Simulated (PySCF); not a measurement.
# C2H5ClFGa (SMILES C[CH2][Ga]([F])[Cl]): levels of theory compared

We compute a comparison of 3 runs (HF/def2-SVP, B3LYP/6-31G*, MP2/6-311G**) of C2H5ClFGa. Input form: a Python script.

The calculation is run with PySCF 2.14.0.

1 further run of the same task is left out (set aside as unsound or not needed).

## Step 1: Starting point

C2H5ClFGa: 10 atoms, total charge 0, spin state singlet. As SMILES, `C[CH2][Ga]([F])[Cl]`. The shape comes from GFN2-xTB, which is rough for such elements, and wasn't checked as a minimum. This is one conformer, not always the lowest.

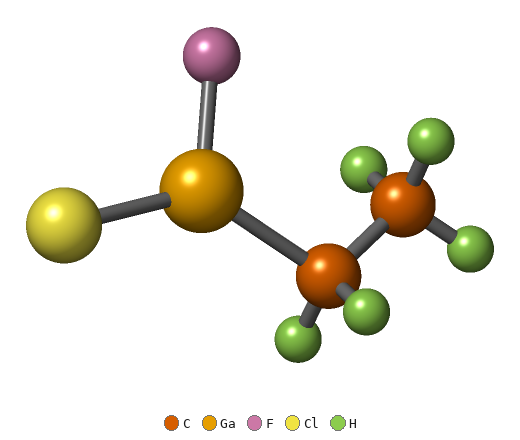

The structure, seen from a chosen angle (carbon orange, gallium amber, fluorine pink, chlorine yellow, hydrogen green).

## Step 2: Energy and gradient at HF/def2-SVP (run 1)

Contents of job.py:

```python
import pyscf.grad
from pyscf import gto, scf

mol = gto.M(
    atom=[
    ('C', (0.237820, -1.130000, 0.681890)),
    ('C', (0.452530, 0.367440, 0.528360)),
    ('Ga', (-0.571020, 1.062060, -1.130150)),
    ('F', (-1.406060, -0.249710, -1.988280)),
    ('Cl', (-0.860590, 2.933940, -2.038710)),
    ('H', (-0.819790, -1.358320, 0.813450)),
    ('H', (0.784320, -1.500490, 1.549080)),
    ('H', (0.586610, -1.663040, -0.202400)),
    ('H', (1.508290, 0.614950, 0.390640)),
    ('H', (0.087890, 0.923170, 1.396110)),
],
    max_memory=1860,
    charge=0,
    verbose=4,
    basis='def2-svp',
)

mf = scf.RHF(mol)
mf.conv_tol = 1e-10
mf.kernel()
if not mf.converged:
    mf = mf.newton().run(mf.mo_coeff, mf.mo_occ)

e_tot = mf.e_tot
print('E(%s) = %.9f' % ('HF', e_tot))
grad = mf.Gradients().kernel()
dip = mf.dip_moment()
pop, q = mf.mulliken_pop()
```

The run is started by

```sh
OMP_NUM_THREADS=1 python job.py
```

What it wrote:

```text
PySCF version 2.14.0

[... 66 lines left out ...]
converged SCF energy = -2560.41133769639
[... 12 lines left out ...]
Dipole moment(X, Y, Z, Debye):  1.84332,  0.28280,  2.57921
[... 89 lines left out ...]
pop of  4 Cl 3dyz         0.00578
pop of  4 Cl 3dz^2        0.00175
pop of  4 Cl 3dxz         0.00069
pop of  4 Cl 3dx2-y2      0.00497
pop of  5 H 1s            0.75887
pop of  5 H 2s            0.17351
pop of  5 H 2px           0.01727
pop of  5 H 2py           0.00403
pop of  5 H 2pz           0.00424
pop of  6 H 1s            0.75863
pop of  6 H 2s            0.17728
pop of  6 H 2px           0.00750
pop of  6 H 2py           0.00507
pop of  6 H 2pz           0.01289
pop of  7 H 1s            0.75847
pop of  7 H 2s            0.17226
pop of  7 H 2px           0.00542
pop of  7 H 2py           0.00688
pop of  7 H 2pz           0.01326
pop of  8 H 1s            0.74667
pop of  8 H 2s            0.15643
pop of  8 H 2px           0.01702
pop of  8 H 2py           0.00382
pop of  8 H 2pz           0.00523
pop of  9 H 1s            0.74678
pop of  9 H 2s            0.15645
pop of  9 H 2px           0.00601
pop of  9 H 2py           0.00676
pop of  9 H 2pz           0.01328
 ** Mulliken atomic charges  **
charge of    0C =     -0.01962
charge of    1C =     -0.41274
charge of    2Ga =      1.06053
charge of    3F =     -0.57121
charge of    4Cl =     -0.32295
charge of    5H =      0.04209
charge of    6H =      0.03864
charge of    7H =      0.04370
charge of    8H =      0.07083
charge of    9H =      0.07073
```

Run time: 17 s. Hardware: 1 thread of Intel Xeon at 2.70GHz, shared host; peak memory 0.3 GiB.

## Step 3: Energy and gradient at B3LYP/6-31G(d) (Cartesian functions) (run 2)

Contents of start.xyz:

```xyz
10
C2H5ClFGa
C      0.237820    -1.130000     0.681890
C      0.452530     0.367440     0.528360
Ga    -0.571020     1.062060    -1.130150
F     -1.406060    -0.249710    -1.988280
Cl    -0.860590     2.933940    -2.038710
H     -0.819790    -1.358320     0.813450
H      0.784320    -1.500490     1.549080
H      0.586610    -1.663040    -0.202400
H      1.508290     0.614950     0.390640
H      0.087890     0.923170     1.396110
```

Contents of input.py:

```python
import pyscf.grad
from pyscf import gto, dft

mol = gto.M(
    atom='start.xyz',
    spin=0,
    cart=True,
    verbose=4,
    max_memory=1860,
    basis='6-31g*',
)

ks = dft.RKS(mol, xc='b3lyp')
ks.conv_tol = 1e-10
ks.grids.level = 5
ks.kernel()
if not ks.converged:
    ks = ks.newton().run(ks.mo_coeff, ks.mo_occ)

e_final = ks.e_tot
print('Final energy', e_final)
grad = ks.Gradients().kernel()
dip = ks.dip_moment()
pop, q = ks.mulliken_pop()
```

The run is started by

```sh
OMP_NUM_THREADS=1 python input.py
```

What it wrote:

```text
PySCF version 2.14.0

[... 83 lines left out ...]
converged SCF energy = -2563.99094057307
Final energy -2563.990940573068
[... 12 lines left out ...]
Dipole moment(X, Y, Z, Debye):  1.76370, -0.35861,  2.63887
[... 81 lines left out ...]
pop of  4 Cl 1s           1.99865
pop of  4 Cl 2s           1.98826
pop of  4 Cl 3s           1.46293
pop of  4 Cl 4s           0.50581
pop of  4 Cl 2px          1.99175
pop of  4 Cl 2py          1.99021
pop of  4 Cl 2pz          1.99144
pop of  4 Cl 3px          1.25528
pop of  4 Cl 3py          1.13730
pop of  4 Cl 3pz          1.23465
pop of  4 Cl 4px          0.63047
pop of  4 Cl 4py          0.39148
pop of  4 Cl 4pz          0.57850
pop of  4 Cl 3dxx        -0.01996
pop of  4 Cl 3dxy         0.00190
pop of  4 Cl 3dxz         0.00051
pop of  4 Cl 3dyy        -0.00202
pop of  4 Cl 3dyz         0.00450
pop of  4 Cl 3dzz        -0.01733
pop of  5  H 1s           0.52824
pop of  5  H 2s           0.29726
pop of  6  H 1s           0.52787
pop of  6  H 2s           0.31660
pop of  7  H 1s           0.52806
pop of  7  H 2s           0.29566
pop of  8  H 1s           0.52368
pop of  8  H 2s           0.29830
pop of  9  H 1s           0.52373
pop of  9  H 2s           0.29836
 ** Mulliken atomic charges  **
charge of    0C =     -0.43624
charge of    1C =     -0.40183
charge of    2Ga =      0.51441
charge of    3F =     -0.41424
charge of    4Cl =     -0.12433
charge of    5H =      0.17450
charge of    6H =      0.15553
charge of    7H =      0.17627
charge of    8H =      0.17803
charge of    9H =      0.17791
```

It took 66 s on 1 thread of Intel Xeon at 2.70GHz, shared host; peak memory 1.1 GiB.

## Step 4: Energy and forces at MP2/6-311G(d,p) (run 3)

Contents of input.py:

```python
import pyscf.grad
from pyscf import gto, mp

molecule = gto.Mole()
molecule.atom = '''
C      0.237820    -1.130000     0.681890
C      0.452530     0.367440     0.528360
Ga    -0.571020     1.062060    -1.130150
F     -1.406060    -0.249710    -1.988280
Cl    -0.860590     2.933940    -2.038710
H     -0.819790    -1.358320     0.813450
H      0.784320    -1.500490     1.549080
H      0.586610    -1.663040    -0.202400
H      1.508290     0.614950     0.390640
H      0.087890     0.923170     1.396110
'''
molecule.max_memory = 1860
molecule.verbose = 4
molecule.basis = '6-311g**'
molecule.build()

hf = molecule.RHF()
hf.conv_tol = 1e-10
hf.kernel()
if not hf.converged:
    hf = hf.newton().run(hf.mo_coeff, hf.mo_occ)

pt = mp.MP2(hf, frozen=17).run()
e_final = pt.e_tot
print('Final energy', e_final)
grad = pt.Gradients().kernel()
hf.analyze()
```

The run is started by

```sh
OMP_NUM_THREADS=1 python input.py
```

What it wrote:

```text
PySCF version 2.14.0

[... 92 lines left out ...]
DFT Exchange-Correlation Energy =     -123.510524128633506
[... 15 lines left out ...]
MO #14  energy= -6.44845459139651  occ= 2
[... 13 lines left out ...]
MO #28  energy= -0.627075045378616 occ= 2
[... 13 lines left out ...]
MO #42  energy= 0.158947268333317  occ= 0
[... 13 lines left out ...]
MO #56  energy= 0.464998386484886  occ= 0
[... 13 lines left out ...]
MO #70  energy= 0.816398681548669  occ= 0
[... 13 lines left out ...]
MO #84  energy= 1.41273808138771   occ= 0
[... 13 lines left out ...]
MO #98  energy= 2.06915823407564   occ= 0
[... 13 lines left out ...]
MO #112 energy= 2.62141254262772   occ= 0
[... 13 lines left out ...]
MO #126 energy= 4.06409897941318   occ= 0
[... 13 lines left out ...]
MO #140 energy= 6.85081816765139   occ= 0
[... 13 lines left out ...]
MO #154 energy= 793.192426751486   occ= 0
[... 128 lines left out ...]
pop of  5 H 3s            0.00192
pop of  5 H 2px           0.00110
pop of  5 H 2py           0.00015
pop of  5 H 2pz           0.00006
pop of  6 H 1s            0.89444
pop of  6 H 2s            0.00612
pop of  6 H 3s            0.00185
pop of  6 H 2px           0.00029
pop of  6 H 2py           0.00023
pop of  6 H 2pz           0.00074
pop of  7 H 1s            0.89260
pop of  7 H 2s            0.00589
pop of  7 H 3s            0.00194
pop of  7 H 2px           0.00012
pop of  7 H 2py           0.00044
pop of  7 H 2pz           0.00074
pop of  8 H 1s            0.88488
pop of  8 H 2s            0.00570
pop of  8 H 3s            0.00194
pop of  8 H 2px           0.00113
pop of  8 H 2py           0.00010
pop of  8 H 2pz           0.00018
pop of  9 H 1s            0.88505
pop of  9 H 2s            0.00570
pop of  9 H 3s            0.00195
pop of  9 H 2px           0.00019
pop of  9 H 2py           0.00033
pop of  9 H 2pz           0.00088
 ** Mulliken atomic charges  **
charge of    0C =     -0.25879
charge of    1C =     -0.35090
charge of    2Ga =      0.98104
charge of    3F =     -0.57365
charge of    4Cl =     -0.30151
charge of    5H =      0.09726
charge of    6H =      0.09632
charge of    7H =      0.09826
charge of    8H =      0.10607
charge of    9H =      0.10590
Dipole moment(X, Y, Z, Debye):  1.95421,  0.04970,  2.80127
```

Run time: 99 s. Hardware: 1 thread of Intel Xeon at 2.70GHz, shared host; peak memory 1.9 GiB.

## Step 5: Overview of the runs

```
run                               level  Cartesian functions  integration grid   energy (Eh)  dipole moment (D) of the reference  HOMO energy (eV)  LUMO energy (eV)  wall time
  1                         HF/def2-SVP                   no                 –  -2560.411338                                3.18            -11.24              1.99       17 s
  2  B3LYP/6-31G* (Cartesian functions)                  yes                 5  -2563.990941                                3.19             -8.08             -1.18       66 s
  3                        MP2/6-311G**                   no                 –  -2561.824867                                3.42            -11.29              1.54       99 s
```

## Step 6: Outcome

| quantity | value |
| --- | --- |
| run 3: total energy | -2561.82487 Eh |
| run 3: dipole moment (Hartree–Fock density) | 3.42 D |
| run 3: HOMO energy (Hartree–Fock orbitals) | -11.29 eV |
| run 3: LUMO energy (Hartree–Fock orbitals) | 1.54 eV |
| run 3: HOMO–LUMO gap (Hartree–Fock orbitals) | 12.83 eV |
| run 3: correlation energy (17 core orbitals frozen) | -873.6 mEh |
| run 3: largest force on an atom | 1.759 eV/Å |

All runs together took 3 min, the longest 99 s.
